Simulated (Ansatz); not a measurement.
Run report: BH$_{2}$ClF, geometry relaxation (part 1 of 2)

- system: BH$_{2}$ClF, multiplicity 2
- method: UKS PBE0-D4/def2-SVP (Ansatz 0.2.0)

It belongs to a series of runs on one base structure; here: end point B relaxed. Figures and captions count atoms from 1; the log counts them from 0 in places.

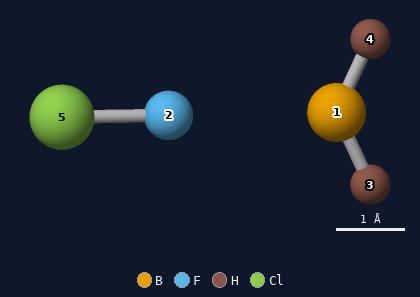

*The structure as given in the input (ball-and-stick view, seen at an oblique angle; atoms are numbered from 1 in the order of the input).*

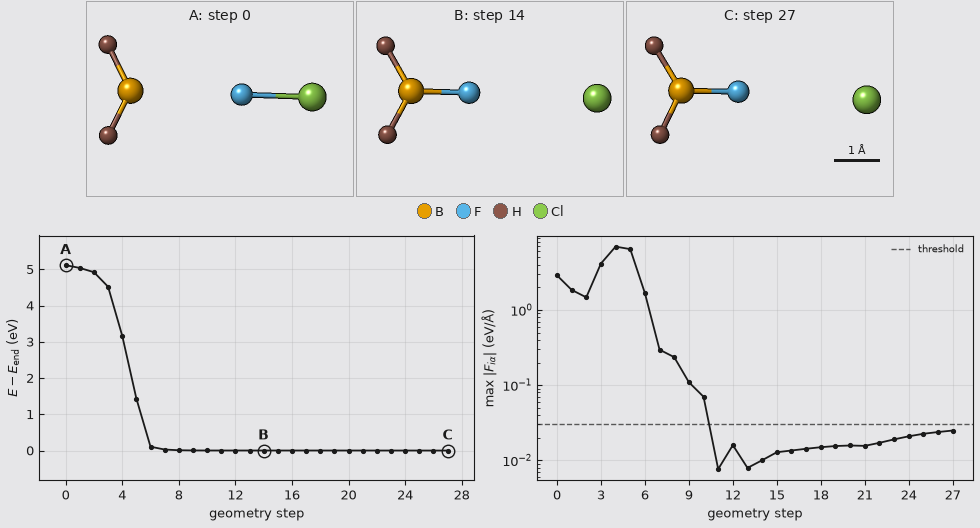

*Frames of the relaxation (ball-and-stick view, seen at a tilt) above the curves, on which the letters mark them (the first geometry is step 0 here and step 1 in the log).*

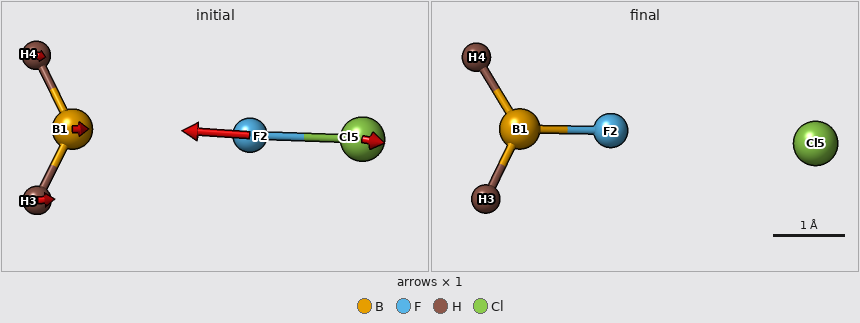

*Before (left) and after (right) the relaxation, at one scale (ball-and-stick view, seen at a tilt). The red arrows give the displacements, at true length.*

The energy falls by 5.115 eV in 27 geometry steps. Largest force component: 2.9 eV/Å at the start, 0.025 eV/Å at the end. F2 moves most after the best rigid fit: 0.99 Å. Largest moves by element: F 0.99 Å, Cl 0.35 Å, H 0.27 Å, B 0.25 Å. Among the contacts that change: F2–Cl5 1.599 → 2.900 Å, B1–F2 2.522 → 1.320 Å. New bonds form: B1–F2 (2.52 → 1.32 Å). Bonds break: F2–Cl5 (1.60 → 2.90 Å). Among the angles that change: H3–B1–H4 130.3° → 124.7°. (Atoms are counted from 1 in the order of the input.)

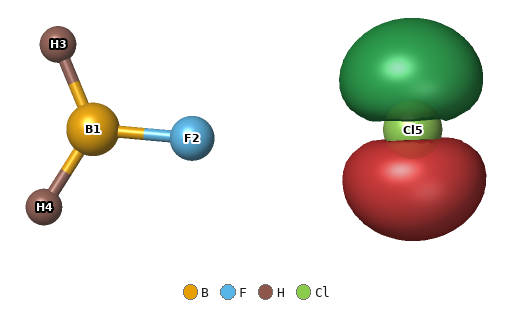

*The HOMO (β) at ±0.2 Å⁻³ᐟ² (green and red are the two phases), seen face on.*

Its energy is −8.90 eV.

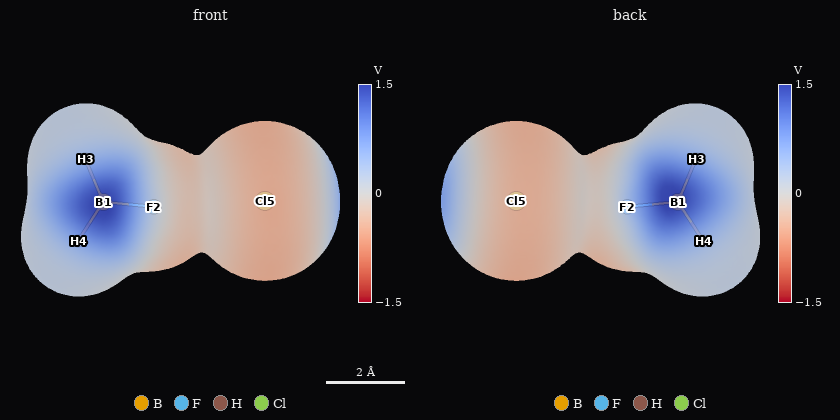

*The electrostatic potential painted on the density surface at 0.001 e/bohr³, seen face on and from behind; the colour scale runs from red (negative) to blue (positive).*

A positive charge is drawn to the negative regions and a negative charge to the positive ones.

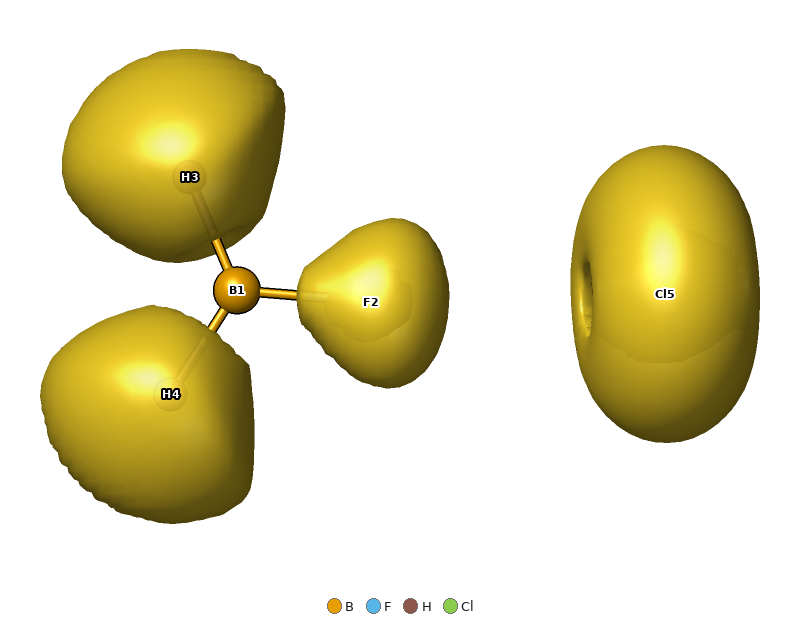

*Isosurface of the electron localisation function at 0.75 (yellow), seen face on. Only the valence region is drawn (cores and ρ < 0.01 e/Å³ removed).*

B–F (1.32 Å): the ELF peaks at about 0.85 between the atoms (a polar covalent bond).

These pictures come from the run below.

### Input file
```yaml
crystal:
  periodic: [false, false, false]
  atoms:
    - { symbol: B, position_ang: [-6.0e-06, 5.8e-05, -0.375811] }
    - { symbol: F, position_ang: [8.5e-05, -0.000669, 2.146551] }
    - { symbol: H, position_ang: [1.095387, 9.1e-05, -0.883355] }
    - { symbol: H, position_ang: [-1.095407, 9.1e-05, -0.883337] }
    - { symbol: Cl, position_ang: [-5.9e-05, 0.000429, 3.745953] }
magnetization:
  spin_polarized: true
  initial_magnetization: 1
basis:
  gaussian: { orbitals: def2-SVP }
hamiltonian:
  xc: pbe0
  dispersion: d4
relax:
  f_tol: 0.03
  max_steps: 50
output:
  orbitals: {}
```

Command:
```bash
ansatz run input.yaml --threads 1 --pin off --max-ram 2048MiB --backend cpu --events-out ev --progress --plain --runs-dir out
```

### What the program printed
```
The last accepted step is kept in [file] (removed where the run ends without a failure and the disk answers)
Engine: ansatz 0.2.0, aarch64-unknown-linux-gnu
Functional definition: PBE0
  parameter a = 0.25
  parameter kappa = 0.804
  parameter beta = 0.06672455060314922
  exchange = (1 - a)*pbe_x(kappa = kappa, mu = beta*pi^2/3) + a*exact_x
  correlation = pbe_c(beta = beta)
583 factors; integrals over basis functions are off by at most 4.7e-4 eV
mean field evaluation 1: about -15927.2017 eV, gradient 1.3e1 eV
mean field evaluation 2: about -15926.9590 eV, gradient 1.7e1 eV
mean field evaluation 4: about -15927.9033 eV, gradient 6.4e-1 eV
mean field evaluation 8: about -15927.9300 eV, gradient 3.1e-2 eV
mean field evaluation 16: about -15927.9300 eV, gradient 3.8e-5 eV
mean field -15927.92998068 eV, -585.3406304512 hartree, gradient 3.8e-5 eV, S^2 0.752693; 2 other end points of the search recorded, 0 dependent functions left out
the calculation of the forces begins
reference -15927.93000326 eV, -585.3406312810 hartree; 17, 16 occupied and 39, 40 virtual orbitals, 583 factors
relax step   1: F+E_penalty+E_count = -15927.96940860 eV  Δ(F+E_penalty+E_count) = +0.000e0 eV  max|allowed force component| = 2.888e0 eV/Å  Δτ_max = 0.0000 Å  (43 SCF iters, accepted)
these checks for a lower state are left out or cut short: starts, cluster_reference, orbital_swaps, neighbouring_geometries, increment
583 factors; integrals over basis functions are off by at most 4.4e-4 eV
mean field -15928.00785370 eV, -585.3434922321 hartree, gradient 2.6e-5 eV, S^2 0.752954; 0 other end points of the search recorded, 0 dependent functions left out
[... from here on the field's lines of each further geometry are left out, up to the last ...]
relax step   2: F+E_penalty+E_count = -15928.04630027 eV  Δ(F+E_penalty+E_count) = -7.689e-2 eV  max|allowed force component| = 1.851e0 eV/Å  Δτ_max = 0.0561 Å  (37 SCF iters, accepted)
relax step   3: F+E_penalty+E_count = -15928.16319998 eV  Δ(F+E_penalty+E_count) = -1.169e-1 eV  max|allowed force component| = 1.472e0 eV/Å  Δτ_max = 0.0888 Å  (41 SCF iters, accepted)
relax step   4: F+E_penalty+E_count = -15928.56398629 eV  Δ(F+E_penalty+E_count) = -4.008e-1 eV  max|allowed force component| = 4.145e0 eV/Å  Δτ_max = 0.1996 Å  (38 SCF iters, accepted)
relax step   5: F+E_penalty+E_count = -15929.91581985 eV  Δ(F+E_penalty+E_count) = -1.352e0 eV  max|allowed force component| = 6.960e0 eV/Å  Δτ_max = 0.1945 Å  (42 SCF iters, accepted)
relax step   6: F+E_penalty+E_count = -15931.64851485 eV  Δ(F+E_penalty+E_count) = -1.733e0 eV  max|allowed force component| = 6.447e0 eV/Å  Δτ_max = 0.1949 Å  (39 SCF iters, accepted)
relax step   7: F+E_penalty+E_count = -15932.97737411 eV  Δ(F+E_penalty+E_count) = -1.329e0 eV  max|allowed force component| = 1.675e0 eV/Å  Δτ_max = 0.1950 Å  (53 SCF iters, accepted)
relax step   8: F+E_penalty+E_count = -15933.05604621 eV  Δ(F+E_penalty+E_count) = -7.867e-2 eV  max|allowed force component| = 2.963e-1 eV/Å  Δτ_max = 0.1167 Å  (53 SCF iters, accepted)
relax step   9: F+E_penalty+E_count = -15933.07535767 eV  Δ(F+E_penalty+E_count) = -1.931e-2 eV  max|allowed force component| = 2.356e-1 eV/Å  Δτ_max = 0.1018 Å  (53 SCF iters, accepted)
relax step  10: F+E_penalty+E_count = -15933.08084933 eV  Δ(F+E_penalty+E_count) = -5.492e-3 eV  max|allowed force component| = 1.094e-1 eV/Å  Δτ_max = 0.0596 Å  (104 SCF iters, accepted)
relax step  11: F+E_penalty+E_count = -15933.08238311 eV  Δ(F+E_penalty+E_count) = -1.534e-3 eV  max|allowed force component| = 7.013e-2 eV/Å  Δτ_max = 0.0494 Å  (98 SCF iters, accepted)
relax step  12: F+E_penalty+E_count = -15933.08257540 eV  Δ(F+E_penalty+E_count) = -1.923e-4 eV  max|allowed force component| = 7.642e-3 eV/Å  Δτ_max = 0.0160 Å  (90 SCF iters, accepted)
relax step  13: F+E_penalty+E_count = -15933.08262099 eV  Δ(F+E_penalty+E_count) = -4.559e-5 eV  max|allowed force component| = 1.592e-2 eV/Å  Δτ_max = 0.0250 Å  (102 SCF iters, accepted)
relax step  14: F+E_penalty+E_count = -15933.08263996 eV  Δ(F+E_penalty+E_count) = -1.897e-5 eV  max|allowed force component| = 7.926e-3 eV/Å  Δτ_max = 0.0047 Å  (88 SCF iters, accepted)
relax step  15: F+E_penalty+E_count = -15933.08265100 eV  Δ(F+E_penalty+E_count) = -1.104e-5 eV  max|allowed force component| = 1.003e-2 eV/Å  Δτ_max = 0.0028 Å  (91 SCF iters, accepted)
relax step  16: F+E_penalty+E_count = -15933.08267563 eV  Δ(F+E_penalty+E_count) = -2.463e-5 eV  max|allowed force component| = 1.281e-2 eV/Å  Δτ_max = 0.0063 Å  (94 SCF iters, accepted)
relax step  17: F+E_penalty+E_count = -15933.08270463 eV  Δ(F+E_penalty+E_count) = -2.900e-5 eV  max|allowed force component| = 1.350e-2 eV/Å  Δτ_max = 0.0061 Å  (91 SCF iters, accepted)
relax step  18: F+E_penalty+E_count = -15933.08274013 eV  Δ(F+E_penalty+E_count) = -3.550e-5 eV  max|allowed force component| = 1.424e-2 eV/Å  Δτ_max = 0.0068 Å  (93 SCF iters, accepted)
relax step  19: F+E_penalty+E_count = -15933.08278383 eV  Δ(F+E_penalty+E_count) = -4.370e-5 eV  max|allowed force component| = 1.494e-2 eV/Å  Δτ_max = 0.0076 Å  (99 SCF iters, accepted)
relax step  20: F+E_penalty+E_count = -15933.08283784 eV  Δ(F+E_penalty+E_count) = -5.401e-5 eV  max|allowed force component| = 1.548e-2 eV/Å  Δτ_max = 0.0085 Å  (100 SCF iters, accepted)
relax step  21: F+E_penalty+E_count = -15933.08290479 eV  Δ(F+E_penalty+E_count) = -6.695e-5 eV  max|allowed force component| = 1.575e-2 eV/Å  Δτ_max = 0.0095 Å  (95 SCF iters, accepted)
relax step  22: F+E_penalty+E_count = -15933.08298797 eV  Δ(F+E_penalty+E_count) = -8.319e-5 eV  max|allowed force component| = 1.557e-2 eV/Å  Δτ_max = 0.0107 Å  (96 SCF iters, accepted)
relax step  23: F+E_penalty+E_count = -15933.08309147 eV  Δ(F+E_penalty+E_count) = -1.035e-4 eV  max|allowed force component| = 1.709e-2 eV/Å  Δτ_max = 0.0121 Å  (92 SCF iters, accepted)
relax step  24: F+E_penalty+E_count = -15933.08322016 eV  Δ(F+E_penalty+E_count) = -1.287e-4 eV  max|allowed force component| = 1.899e-2 eV/Å  Δτ_max = 0.0135 Å  (97 SCF iters, accepted)
relax step  25: F+E_penalty+E_count = -15933.08337958 eV  Δ(F+E_penalty+E_count) = -1.594e-4 eV  max|allowed force component| = 2.086e-2 eV/Å  Δτ_max = 0.0152 Å  (97 SCF iters, accepted)
relax step  26: F+E_penalty+E_count = -15933.08357553 eV  Δ(F+E_penalty+E_count) = -1.959e-4 eV  max|allowed force component| = 2.254e-2 eV/Å  Δτ_max = 0.0169 Å  (106 SCF iters, accepted)
relax step  27: F+E_penalty+E_count = -15933.08381323 eV  Δ(F+E_penalty+E_count) = -2.377e-4 eV  max|allowed force component| = 2.379e-2 eV/Å  Δτ_max = 0.0186 Å  (110 SCF iters, accepted)
the calculation of the forces begins
reference -15933.05091973 eV, -585.5288214904 hartree; 17, 16 occupied and 39, 40 virtual orbitals, 584 factors
```
